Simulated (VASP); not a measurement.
Band structure of FeGe (B20). Level of theory: PBE GGA, VASP's PBE PAW potentials (set 64) (plane waves; VASP).

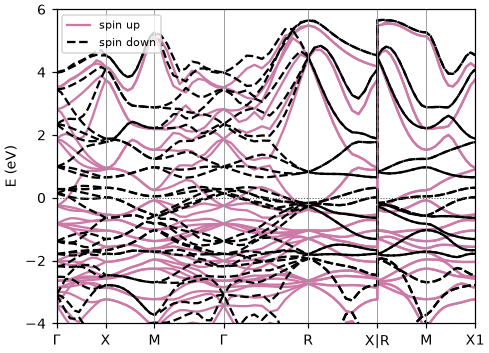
Fig. 1. Bands along high-symmetry lines, zero at the valence-band maximum or, without a gap, the Fermi level

Problem. Read the plot: is there a gap, and where are the band edges?

Solution. It has no gap at this level: it comes out as a metal or semimetal. (Edges off the drawn lines would not show.)

The compound is FeGe in the B20 structure. It was relaxed first.
